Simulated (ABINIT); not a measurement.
# NaCl (Fm-3m): one start, several treatments of the self-energy

Wanted: the gap of NaCl (Fm-3m) under several approximations, with cost.

Method: PBE and many-body steps on it, plane waves, in ABINIT 10.8.3.

The database entry behind the starting cell differs from later determinations by our own check (an axis about 0.4 % short against later determinations), so it need not match the best structure at ambient conditions.

**1. The structure**

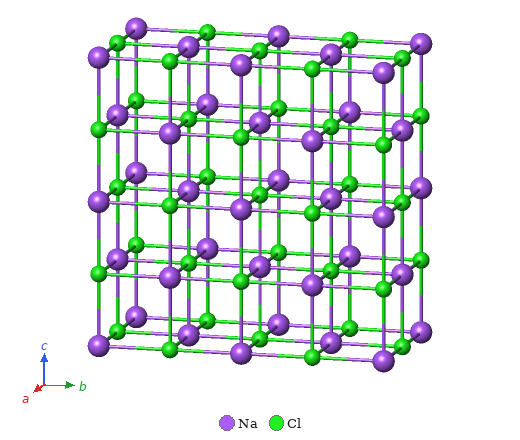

The starting structure, seen slightly off an axis (sodium purple, chlorine green). 1×2×2 cells are drawn. This picture shows the conventional cell, with its axes. Some periodic images of atoms are drawn too.

The cell and positions come from the Crystallography Open Database and are kept as given unless a step says otherwise.

**2. Empty states on the mesh, 6×6×6 mesh, 148 bands**

This step: ABINIT 10.8.3; DFT, PBE, plane waves, norm-conserving pseudopotentials.

The sums over transitions need many empty states on a uniform mesh; this step solves for them.

The input, run.abi:

```
acell 3*1.0 Angstrom
rprim 
  0.000000000000 2.810000000000 2.810000000000
  2.810000000000 0.000000000000 2.810000000000
  2.810000000000 2.810000000000 0.000000000000
ntypat 2
znucl 11 17
natom 2
typat 1 2
xred 
  0.000000000000 0.000000000000 0.000000000000
  0.500000000000 0.500000000000 0.500000000000
pp_dirpath "pseudos"
pseudos "Na.upf, Cl.upf"
ecut 38
ngkpt 6 6 6
nshiftk 1
shiftk 0 0 0
kptopt 1
chksymbreak 0
irdden 1
istwfk *1
nband 148
prtvol 0
optdriver 6
gwr_task "HDIAGO"
paral_kgb 0
occopt 1
indata_prefix "in"
outdata_prefix "out"
tmpdata_prefix "tmp"
```

The run is started by

```sh
$ OMP_NUM_THREADS=1 mpirun -n 8 abinit run.abi > log
```

What it wrote:

```text
.Version 10.8.3 of ABINIT. v10.8.2 released Aug 2026.

 Symmetries : space group Fm -3 m (#225); Bravais cF (face-center cubic)
[... echo of the input left out ...]
== DATASET  1 ==================================================================
-   mpi_nproc: 8, omp_nthreads: 1 (-1 if OMP is not activated)

--- !DatasetInfo
iteration_state: {dtset: 1, }
dimensions: {natom: 2, nkpt: 16, mband: 148, nsppol: 1, nspinor: 1, nspden: 1, mpw: 3383, }
cutoff_energies: {ecut:  38.0, pawecutdg:  -1.0, }
[...]
Direct band gap semiconductor
 Fundamental gap:     5.150 (eV)
   VBM:    -0.539 (eV) at k: [ 0.0000E+00,  0.0000E+00,  0.0000E+00]
   CBM:     4.611 (eV) at k: [ 0.0000E+00,  0.0000E+00,  0.0000E+00]
 Direct gap:         5.150 (eV) at k: [ 0.0000E+00,  0.0000E+00,  0.0000E+00]

== END DATASET(S) ==============================================================
================================================================================

 -outvars: echo values of variables after computation  --------
           etotal      0.0000000000E+00
            nband         148
             nkpt          16
          spgroup         225
 [... the other variables as echoed above ...]

 Calculation completed.
```

It took 1.8 min on 8 MPI ranks of Arm Neoverse N1, shared host; peak memory 5.3 GiB.

Numbers from this step:

| Property | Result |
| --- | --- |
| gap | 5.150 eV |
| k of the valence top | 0, 0, 0 |
| k of the conduction bottom | 0, 0, 0 |
| least direct gap | 5.150 eV |
| k points computed | 16 |
| lowest point of the top converged band, above the valence top | 110.2814 eV |

On this mesh the gap is 5.150 eV.

The density comes from a self-consistent run that is not shown.

**3. Screening, 6×6×6 mesh, 140 bands, screening to 190.5 eV**

The RPA dielectric matrix is built and inverted for each q.

This step: RPA screening on PBE, plane waves, norm-conserving pseudopotentials.

run.abi, as its differences from that of step 2:

```diff
@@ -20,10 +20,11 @@
 chksymbreak 0
-irdden 1
 istwfk *1
-nband 148
-prtvol 0
-optdriver 6
-gwr_task "HDIAGO"
-paral_kgb 0
 occopt 1
+irdwfk 1
+optdriver 3
+nband 140
+ecuteps 7
+inclvkb 2
+awtr 1
+symchi 1
 indata_prefix "in"
```

What it wrote:

```text
.Version 10.8.3 of ABINIT. v10.8.2 released Aug 2026.

 Symmetries : space group Fm -3 m (#225); Bravais cF (face-center cubic)
[... echo of the input left out ...]
== DATASET  1 ==================================================================
-   mpi_nproc: 8, omp_nthreads: 1 (-1 if OMP is not activated)

--- !DatasetInfo
iteration_state: {dtset: 1, }
dimensions: {natom: 2, nkpt: 16, mband: 140, nsppol: 1, nspinor: 1, nspden: 1, mpw: 3383, }
cutoff_energies: {ecut:  38.0, pawecutdg:  -1.0, }
electrons: {nelect:   1.60000000E+01, charge:   0.00000000E+00, occopt:   1.00000000E+00, tsmear:   1.00000000E-02, }

 SCREENING: Calculation of the susceptibility and dielectric matrices

 Based on a program developped by R.W. Godby, V. Olevano, G. Onida, and L. Reining.
 Incorporated in ABINIT by V. Olevano, G.-M. Rignanese, and M. Torrent.
.Using double precision arithmetic ; gwpc =  8

[... cell and pseudopotentials left out ...]
--------------------------------------------------------------------------------

 ==== K-mesh for the wavefunctions ====
 Number of points in the irreducible wedge :    16
[... list of points left out ...]
 Together with 48 symmetry operations and time-reversal symmetry
 yields   216 points in the full Brillouin Zone.

 ==== Q-mesh for the screening function ====
 Number of points in the irreducible wedge :    16
[... list of points left out ...]
 Together with 48 symmetry operations and time-reversal symmetry
 yields   216 points in the full Brillouin Zone.

 setmesh: FFT mesh size selected  =    30x   30x   30
          total number of points  =        27000

 vcoul_init : cutoff-mode = AUXILIARY_FUNCTION
 q-points for optical limit:   1
     1)      0.000010    0.000020    0.000030

- screening: taking advantage of time-reversal symmetry
- Maximum band index for partially occupied states nbvw = 8
- Remaining bands to be divided among processors   nbcw = 132
- Number of bands treated by each node ~16

 Number of electrons calculated from density =   16.0000; Expected =   16.0000
 average of density, n =  0.053429
 r_s =    1.6471
 omega_plasma =   22.2968 [eV]

 calculating chi0 at frequencies [eV] :
  1    0.000000E+00    0.000000E+00
  2    0.000000E+00    2.229681E+01

--------------------------------------------------------------------------------
  q-point number  1        q = ( 0.000000, 0.000000, 0.000000) [r.l.u.]
--------------------------------------------------------------------------------
[... chi0 elements left out ...]
 For q-point:  0.000010 0.000020 0.000030
  dielectric constant =   2.3511
  dielectric constant without local fields =   2.7652

  Average fulfillment of the sum rule on Im[epsilon] for q-point    1 :     70.09  [%]
[... wings left out ...]
  q-point number  2        q = ( 0.166667, 0.000000, 0.000000) [r.l.u.]
--------------------------------------------------------------------------------
[... chi0 elements left out ...]
  Average fulfillment of the sum rule on Im[epsilon] for q-point    2 :     79.14  [%]

 [... 14 further q-points ...]
```

Run time: 4.4 min. Hardware: 8 MPI ranks; peak memory 2.4 GiB.

Numbers from this step:

```yaml
eps_infinity_with_local_fields_on_this_mesh_along_the_program_s_q_direction: 2.351
the_same_without_local_fields: 2.765
plasma_frequency: 22.30 eV
plane_waves_in_the_screening_matrix: 259
```

Local fields lower ε∞ by 15 %.

**4. G0W0, Godby-Needs plasmon pole**

The self-energy is evaluated for the states that the input lists, and the levels follow from it, in one-shot runs by the linearised quasiparticle equation.

This step: G0W0 on PBE, plane waves, norm-conserving pseudopotentials.

run.abi, as its differences from that of step 3:

```diff
@@ -23,8 +23,15 @@
 irdwfk 1
-optdriver 3
+optdriver 4
 nband 140
+gwcalctyp 0
+ecutsigx 38
+symsigma 1
+nkptgw 1
+kptgw 
+  0.0000000000 0.0000000000 0.0000000000
+bdgw 
+  6 12
 ecuteps 7
-inclvkb 2
-awtr 1
-symchi 1
+irdscr 1
+ppmodel 1
 indata_prefix "in"
```

What it wrote:

```text
.Version 10.8.3 of ABINIT. v10.8.2 released Aug 2026.

 Symmetries : space group Fm -3 m (#225); Bravais cF (face-center cubic)
[... echo of the input left out ...]
== DATASET  1 ==================================================================
-   mpi_nproc: 8, omp_nthreads: 1 (-1 if OMP is not activated)

--- !DatasetInfo
iteration_state: {dtset: 1, }
dimensions: {natom: 2, nkpt: 16, mband: 140, nsppol: 1, nspinor: 1, nspden: 1, mpw: 3383, }
cutoff_energies: {ecut:  38.0, pawecutdg:  -1.0, }
electrons: {nelect:   1.60000000E+01, charge:   0.00000000E+00, occopt:   1.00000000E+00, tsmear:   1.00000000E-02, }

 SIGMA: Calculation of the GW corrections

 Based on a program developped by R.W. Godby, V. Olevano, G. Onida, and L. Reining.
 Incorporated in ABINIT by V. Olevano, G.-M. Rignanese, and M. Torrent.
.Using double precision arithmetic ; gwpc =  8

[... cell and pseudopotentials left out ...]
--------------------------------------------------------------------------------

 ==== K-mesh for the wavefunctions ====
 Number of points in the irreducible wedge :    16
[... list of points left out ...]
 Together with 48 symmetry operations and time-reversal symmetry
 yields   216 points in the full Brillouin Zone.

 ==== Q-mesh for screening function ====
 Number of points in the irreducible wedge :    16
[... list of points left out ...]
 Together with 48 symmetry operations and time-reversal symmetry
 yields   216 points in the full Brillouin Zone.

 vcoul_init : cutoff-mode = AUXILIARY_FUNCTION
 q-points for optical limit:   1
     1)      0.000010    0.000020    0.000030
 setmesh: FFT mesh size selected  =    45x   45x   45
          total number of points  =        91125

 Number of electrons calculated from density =   16.0000; Expected =   16.0000
 average of density, n =  0.053429
 r_s =    1.6471
 omega_plasma =   22.2968 [eV]

 === KS Band Gaps ===
  >>>> For spin  1
   Minimum direct gap =   5.1497 [eV], located at k-point      :   0.0000  0.0000  0.0000
   Fundamental gap    =   5.1497 [eV], Top of valence bands at :   0.0000  0.0000  0.0000
                                       Bottom of conduction at :   0.0000  0.0000  0.0000
 SIGMA fundamental parameters:
 PLASMON POLE MODEL  1
 number of plane-waves for SigmaX                 3383
 number of plane-waves for SigmaC and W            259
 number of plane-waves for wavefunctions          3383
 number of bands                                   140
 number of independent spin polarizations            1
 number of spinorial components                      1
 number of k-points in IBZ                          16
 number of q-points in IBZ                          16
 number of symmetry operations                      48
 number of k-points in BZ                          216
 number of q-points in BZ                          216
 number of frequencies for dSigma/dE                 9
 frequency step for dSigma/dE [eV]                0.25
 number of omega for Sigma on real axis              0
 max omega for Sigma on real axis  [eV]           0.00
 zcut for avoiding poles [eV]                     0.10

 EPSILON^-1 parameters (SCR file):
 dimension of the eps^-1 matrix on file            259
 dimension of the eps^-1 matrix used               259
 number of plane-waves for wavefunctions          3383
 number of bands                                   140
 number of q-points in IBZ                          16
 number of frequencies                               2
 number of real frequencies                          1
 number of imag frequencies                          1

 matrix elements of self-energy operator (all in [eV])

 Perturbative Calculation

--- !SelfEnergy_ee
iteration_state: {dtset: 1, }
kpoint     : [   0.000,    0.000,    0.000, ]
spin       : 1
KS_gap     :    5.150
QP_gap     :    8.080
Delta_QP_KS:    2.930
data: !SigmaeeData |
     Band     E0 <VxcDFT>   SigX SigC(E0)      Z dSigC/dE  Sig(E)    E-E0       E
        6  -0.539 -14.493 -18.976   1.818   0.810  -0.235 -16.651  -2.158  -2.697
        7  -0.539 -14.493 -18.976   1.818   0.810  -0.235 -16.651  -2.158  -2.697
        8  -0.539 -14.493 -18.976   1.818   0.810  -0.235 -16.651  -2.158  -2.697
        9   4.611  -8.179  -4.218  -3.068   0.864  -0.157  -7.407   0.772   5.383
       10  10.523  -8.377  -3.612  -3.301   0.859  -0.164  -7.119   1.258  11.781
       11  10.523  -8.377  -3.612  -3.301   0.859  -0.164  -7.119   1.258  11.781
       12  10.523  -8.377  -3.612  -3.301   0.859  -0.164  -7.119   1.258  11.781

== END DATASET(S) ==============================================================
================================================================================

 -outvars: echo values of variables after computation  --------
           etotal      0.0000000000E+00
            nband         140
             nkpt          16
          spgroup         225
 [... the other variables as echoed above ...]

 Calculation completed.
```

Elapsed: 16 s, on 8 MPI ranks; peak memory 2.4 GiB; 2.2 min of CPU time.

This step gave:

| Quantity | Value |
| --- | --- |
| G0W0 gap on the points computed | 8.08 eV |
| starting gap on the mesh | 5.150 eV |
| k of the valence top | 0, 0, 0 |
| k of the conduction bottom | 0, 0, 0 |
| Z at the valence top | 0.81 |
| Z at the conduction bottom | 0.864 |
| least direct G0W0 gap on the computed points | 8.08 eV |

The gap on the mesh goes from 5.15 eV to 8.08 eV, a correction of +2.93 eV.

**5. G0W0, Hybertsen-Louie plasmon pole**

run.abi, as its differences from that of step 4:

```diff
@@ -35,3 +35,3 @@
 irdscr 1
-ppmodel 1
+ppmodel 2
 indata_prefix "in"
```

What it wrote:

```text
.Version 10.8.3 of ABINIT. v10.8.2 released Aug 2026.

 Symmetries : space group Fm -3 m (#225); Bravais cF (face-center cubic)
[... echo of the input left out ...]
== DATASET  1 ==================================================================
-   mpi_nproc: 8, omp_nthreads: 1 (-1 if OMP is not activated)

--- !DatasetInfo
iteration_state: {dtset: 1, }
dimensions: {natom: 2, nkpt: 16, mband: 140, nsppol: 1, nspinor: 1, nspden: 1, mpw: 3383, }
cutoff_energies: {ecut:  38.0, pawecutdg:  -1.0, }
electrons: {nelect:   1.60000000E+01, charge:   0.00000000E+00, occopt:   1.00000000E+00, tsmear:   1.00000000E-02, }

 SIGMA: Calculation of the GW corrections

 Based on a program developped by R.W. Godby, V. Olevano, G. Onida, and L. Reining.
 Incorporated in ABINIT by V. Olevano, G.-M. Rignanese, and M. Torrent.
.Using double precision arithmetic ; gwpc =  8

[... cell and pseudopotentials left out ...]
--------------------------------------------------------------------------------

 ==== K-mesh for the wavefunctions ====
 Number of points in the irreducible wedge :    16
[... list of points left out ...]
 Together with 48 symmetry operations and time-reversal symmetry
 yields   216 points in the full Brillouin Zone.

 ==== Q-mesh for screening function ====
 Number of points in the irreducible wedge :    16
[... list of points left out ...]
 Together with 48 symmetry operations and time-reversal symmetry
 yields   216 points in the full Brillouin Zone.

 vcoul_init : cutoff-mode = AUXILIARY_FUNCTION
 q-points for optical limit:   1
     1)      0.000010    0.000020    0.000030
 setmesh: FFT mesh size selected  =    45x   45x   45
          total number of points  =        91125

 Number of electrons calculated from density =   16.0000; Expected =   16.0000
[...]
number of q-points in BZ                          216
 number of frequencies for dSigma/dE                 9
 frequency step for dSigma/dE [eV]                0.25
 number of omega for Sigma on real axis              0
 max omega for Sigma on real axis  [eV]           0.00
 zcut for avoiding poles [eV]                     0.10

 EPSILON^-1 parameters (SCR file):
 dimension of the eps^-1 matrix on file            259
 dimension of the eps^-1 matrix used               259
 number of plane-waves for wavefunctions          3383
 number of bands                                   140
 number of q-points in IBZ                          16
 number of frequencies                               2
 number of real frequencies                          1
 number of imag frequencies                          1

 matrix elements of self-energy operator (all in [eV])

 Perturbative Calculation

--- !SelfEnergy_ee
iteration_state: {dtset: 1, }
kpoint     : [   0.000,    0.000,    0.000, ]
spin       : 1
KS_gap     :    5.150
QP_gap     :    8.183
Delta_QP_KS:    3.033
data: !SigmaeeData |
     Band     E0 <VxcDFT>   SigX SigC(E0)      Z dSigC/dE  Sig(E)    E-E0       E
        6  -0.539 -14.493 -18.976   1.459   0.882  -0.134 -17.161  -2.668  -3.207
        7  -0.539 -14.493 -18.976   1.459   0.882  -0.134 -17.161  -2.668  -3.207
        8  -0.539 -14.493 -18.976   1.459   0.882  -0.134 -17.161  -2.668  -3.207
        9   4.611  -8.179  -4.218  -3.555   0.900  -0.112  -7.814   0.365   4.976
       10  10.523  -8.377  -3.612  -3.532   0.899  -0.112  -7.269   1.109  11.632
       11  10.523  -8.377  -3.612  -3.532   0.899  -0.112  -7.269   1.109  11.632
       12  10.523  -8.377  -3.612  -3.532   0.899  -0.112  -7.269   1.109  11.632

== END DATASET(S) ==============================================================
================================================================================

 -outvars: echo values of variables after computation  --------
           etotal      0.0000000000E+00
            nband         140
             nkpt          16
          spgroup         225
 [... the other variables as echoed above ...]

 Calculation completed.
```

The job ended after 16 s (8 MPI ranks; peak memory 2.3 GiB; 2.1 min of CPU time).

This step gave:

```
G0W0 gap on the points computed              : 8.183 eV
starting gap on the mesh                     : 5.150 eV
k of the valence top                         : 0, 0, 0
k of the conduction bottom                   : 0, 0, 0
Z at the valence top                         : 0.882
Z at the conduction bottom                   : 0.9
least direct G0W0 gap on the computed points : 8.183 eV
```

Against G0W0 in ABINIT (6×6×6 mesh, 140 bands, screening to 190.5 eV, Godby-Needs plasmon pole), the gap moves by +0.103 eV.

**6. G0W0, von der Linden-Horsch plasmon pole**

run.abi, as its differences from that of step 5:

```diff
@@ -35,3 +35,3 @@
 irdscr 1
-ppmodel 2
+ppmodel 3
 indata_prefix "in"
```

What it wrote:

```text
.Version 10.8.3 of ABINIT. v10.8.2 released Aug 2026.

 Symmetries : space group Fm -3 m (#225); Bravais cF (face-center cubic)
[... echo of the input left out ...]
== DATASET  1 ==================================================================
-   mpi_nproc: 8, omp_nthreads: 1 (-1 if OMP is not activated)

--- !DatasetInfo
iteration_state: {dtset: 1, }
dimensions: {natom: 2, nkpt: 16, mband: 140, nsppol: 1, nspinor: 1, nspden: 1, mpw: 3383, }
cutoff_energies: {ecut:  38.0, pawecutdg:  -1.0, }
[...]
10  10.523  -8.377  -3.612  -3.665   0.913  -0.095  -7.373   1.004  11.528
       11  10.523  -8.377  -3.612  -3.665   0.913  -0.095  -7.373   1.004  11.528
       12  10.523  -8.377  -3.612  -3.665   0.913  -0.095  -7.373   1.004  11.528

== END DATASET(S) ==============================================================
================================================================================

 -outvars: echo values of variables after computation  --------
           etotal      0.0000000000E+00
            nband         140
             nkpt          16
          spgroup         225
 [... the other variables as echoed above ...]

 Calculation completed.
```

Elapsed: 11 s, on 8 MPI ranks; peak memory 1.8 GiB.

This step gave:

```yaml
g0w0_gap_on_the_points_computed: 8.353 eV
starting_gap_on_the_mesh: 5.150 eV
k_of_the_valence_top: 0, 0, 0
k_of_the_conduction_bottom: 0, 0, 0
least_direct_g0w0_gap_on_the_computed_points: 8.353 eV
```

Against G0W0 in ABINIT (6×6×6 mesh, 140 bands, screening to 190.5 eV, Godby-Needs plasmon pole), the gap moves by +0.273 eV.

**7. G0W0, Engel-Farid plasmon pole**

run.abi, as its differences from that of step 6:

```diff
@@ -35,3 +35,3 @@
 irdscr 1
-ppmodel 3
+ppmodel 4
 indata_prefix "in"
```

What it wrote:

```text
.Version 10.8.3 of ABINIT. v10.8.2 released Aug 2026.

 Symmetries : space group Fm -3 m (#225); Bravais cF (face-center cubic)
[... echo of the input left out ...]
== DATASET  1 ==================================================================
-   mpi_nproc: 8, omp_nthreads: 1 (-1 if OMP is not activated)

--- !DatasetInfo
iteration_state: {dtset: 1, }
dimensions: {natom: 2, nkpt: 16, mband: 140, nsppol: 1, nspinor: 1, nspden: 1, mpw: 3383, }
cutoff_energies: {ecut:  38.0, pawecutdg:  -1.0, }
[...]
10  10.523  -8.377  -3.612  -3.415   0.867  -0.154  -7.208   1.170  11.693
       11  10.523  -8.377  -3.612  -3.415   0.867  -0.154  -7.208   1.170  11.693
       12  10.523  -8.377  -3.612  -3.415   0.867  -0.154  -7.208   1.170  11.693

== END DATASET(S) ==============================================================
================================================================================

 -outvars: echo values of variables after computation  --------
           etotal      0.0000000000E+00
            nband         140
             nkpt          16
          spgroup         225
 [... the other variables as echoed above ...]

 Calculation completed.
```

Run time: 11 s. Hardware: 8 MPI ranks; peak memory 1.8 GiB.

This step gave:

- G0W0 gap on the points computed: 8.226 eV
- starting gap on the mesh: 5.150 eV
- k of the valence top: 0, 0, 0
- k of the conduction bottom: 0, 0, 0
- least direct G0W0 gap on the computed points: 8.226 eV

Against G0W0 in ABINIT (6×6×6 mesh, 140 bands, screening to 190.5 eV, Godby-Needs plasmon pole), the gap moves by +0.146 eV.

[end of part 1 of 2]

[Paths, hosts, dates, memory and timing lines, banners, echoed tables and standing remarks are left out of the program output.]

[Logs are printed without paths, hosts, clocks, repeated set-up lines and the standing remarks that a program may print on its own settings, such as how far it seeks lower states.]

[Runs of the session that timed out or met a known fault of the program may be left out.]

[Hosts, paths, dates, database ids (printed as entryN), source tags and the programs' standing remarks are cut or masked in the printed files.]

[G0W0 gaps are taken among the corrected bands and points alone; a level outside them can change the order at an edge.]

[Where Ansatz stands beside ABINIT at settings called matched, ABINIT's density can come from a denser mesh and the files from another edition; pairs whose starting gaps differed by over 0.03 eV were left out, so agreement reads better than it is.]
